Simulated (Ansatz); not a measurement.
# GeH2SO (SMILES [OH][Ge][SH]): HF/STO-3G

Aim: the electronic atomisation energy of GeH2SO at HF/STO-3G, from 5 runs. 

The calculation is run with Ansatz 0.2.0.

50 further runs of the same task are left out: 50 set aside as unsound or not needed. Runs told in other sessions of the task aren't counted.

## Step 1: The molecule

GeH2SO has 5 atoms, charge 0, and is taken as a singlet. SMILES: `[OH][Ge][SH]`. The shape is that of a PBE0-D4/def2-TZVP optimisation. This is one conformer, not always the lowest.

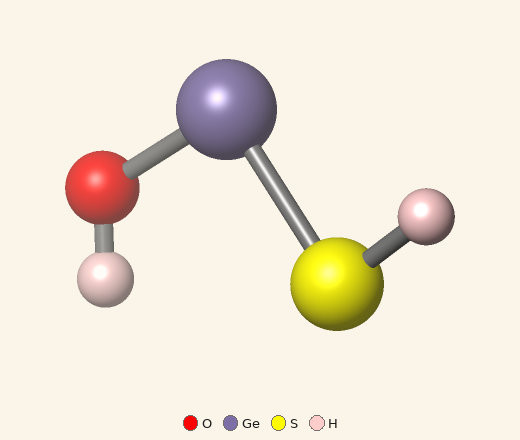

Viewed from a chosen angle; oxygen red, germanium purple, sulfur yellow, hydrogen pink.

## Step 2: The energy at HF/STO-3G

The input, input.yaml:

```yaml
crystal:
  periodic: [false, false, false]
  atoms:
    - {symbol: O, position_ang: [-1.346000, -1.001300, 0.399800]}
    - {symbol: Ge, position_ang: [-0.897400, 0.628900, -0.164200]}
    - {symbol: S, position_ang: [1.343300, 0.336500, -0.206300]}
    - {symbol: H, position_ang: [-0.632500, -1.625200, 0.561400]}
    - {symbol: H, position_ang: [1.582700, 1.587400, -0.632100]}
basis:
  gaussian:
    orbitals: STO-3G
hamiltonian:
  xc: hf
accuracy: high
output: {orbitals: {seedname: orbitals}}
```

The run is started by

```sh
ansatz run input.yaml --threads 1 --pin off --max-ram 2610MiB --events-out events.jsonl --progress --plain --runs-dir runs
```

The log of the run:

```text
Warning: RAYON_NUM_THREADS=1 ignored (pool sized by the plan → 1); use --threads N
Functional definition: HF
  name "HF"
  exchange = exact_x
  correlation = 0
547 factors; integrals over basis functions are off by at most 6.1e-9 eV
mean field evaluation 1: about -68568.8303 eV, gradient 2.2e1 eV
mean field evaluation 2: about -68568.9029 eV, gradient 2.2e1 eV
mean field evaluation 4: about -68570.8527 eV, gradient 1.6e0 eV
mean field evaluation 8: about -68570.8684 eV, gradient 3.3e-2 eV
mean field -68570.86843172 eV, -2519.9329358616 hartree, gradient 2.9e-8 eV, S^2 0.000000; 0 other end points of the search recorded, 0 dependent functions left out
reference -68570.86843172 eV, -2519.9329358616 hartree; 29, 29 occupied and 5, 5 virtual orbitals, 547 factors
Total energy: -68570.86843172 eV, -2519.9329358616 hartree
```

Run time: 0.32 s. Hardware: 1 thread of Arm Neoverse V2, shared host.

## Step 3: The Ge atom at the same level

The input, in.yaml:

```yaml
crystal:
  periodic: [false, false, false]
  atoms:
    - {symbol: Ge, position_ang: [0.000000, 0.000000, 0.000000]}
basis:
  gaussian:
    orbitals: STO-3G
magnetization:
  spin_polarized: true
  initial_magnetization: 2
hamiltonian:
  xc: hf
accuracy: high
```

Run the same way, it converges to -2051.63626 Eh (log not shown).

## Step 4: The H atom

The input, run.yaml:

```yaml
crystal:
  periodic: [false, false, false]
  atoms:
    - {symbol: H, position_ang: [0.000000, 0.000000, 0.000000]}
basis:
  gaussian:
    orbitals: STO-3G
magnetization:
  spin_polarized: true
  initial_magnetization: 1
hamiltonian:
  xc: hf
accuracy: high
```

Run the same way, it converges to -0.46658 Eh (log not shown).

## Step 5: The O atom, same level

The input, run.yaml:

```yaml
crystal:
  periodic: [false, false, false]
  atoms:
    - symbol: O
      position_ang: [0.000000, 0.000000, 0.000000]
basis:
  gaussian:
    orbitals: STO-3G
accuracy: high
magnetization:
  spin_polarized: true
  initial_magnetization: 2
hamiltonian:
  xc: hf
```

The run is started by

```sh
ansatz run run.yaml --threads 1 --pin off --max-ram 2610MiB --events-out events.jsonl --progress --plain --runs-dir runs
```

The log of the run:

```text
Warning: RAYON_NUM_THREADS=1 ignored (pool sized by the plan → 1); use --threads N
[... 4 set-up lines as earlier in the session ...]
15 factors; integrals over basis functions are off by at most 1.1e-9 eV
mean field evaluation 1: about -2008.3132 eV, gradient 1.7e-14 eV
mean field evaluation 2: about -2008.3132 eV, gradient 0.0e0 eV
mean field -2008.31323932 eV, -73.8041502613 hartree, gradient 0.0e0 eV, S^2 2.000000; 2 other end points of the search recorded, 0 dependent functions left out
reference -2008.31323932 eV, -73.8041502613 hartree; 5, 3 occupied and 0, 2 virtual orbitals, 15 factors
Total energy: -2008.31323932 eV, -73.8041502613 hartree
```

Run time: 0.02 s. Hardware: 1 thread of Arm Neoverse V2, shared host.

## Step 6: The S atom at the same level

The input, run.yaml:

```yaml
basis:
  gaussian:
    orbitals: STO-3G
crystal:
  periodic: [false, false, false]
  atoms:
    - {symbol: S, position_ang: [0.000000, 0.000000, 0.000000]}
magnetization:
  spin_polarized: true
  initial_magnetization: 2
hamiltonian:
  xc: hf
accuracy: high
```

Run the same way, it converges to -393.13022 Eh (log not shown).

## Step 7: What came out

Level: HF/STO-3G.

| quantity | value |
| --- | --- |
| molecule: total energy | -2519.93294 Eh |
| molecule: HOMO energy | -6.20 eV |
| molecule: LUMO energy | 5.23 eV |
| molecule: HOMO–LUMO gap | 11.42 eV |
| Ge atom: total energy | -2051.63626 Eh |
| Ge atom: ⟨S²⟩ | 2.000 |
| H atom: total energy | -0.46658 Eh |
| H atom: ⟨S²⟩ | 0.750 |
| O atom: total energy | -73.80415 Eh |
| O atom: ⟨S²⟩ | 2.000 |
| S atom: total energy | -393.13022 Eh |
| S atom: ⟨S²⟩ | 2.000 |
| electronic atomisation energy | 11.678 eV |

In words: Taking the molecule apart into free atoms costs 11.68 eV (269 kcal/mol), before zero-point energy and without spin-orbit coupling. Hartree–Fock lacks the correlation of the bonding pairs, which as a rule makes this value much too low; in minimal bases other errors can mask that. In a minimal basis such a difference can be off by several eV, whatever the method.
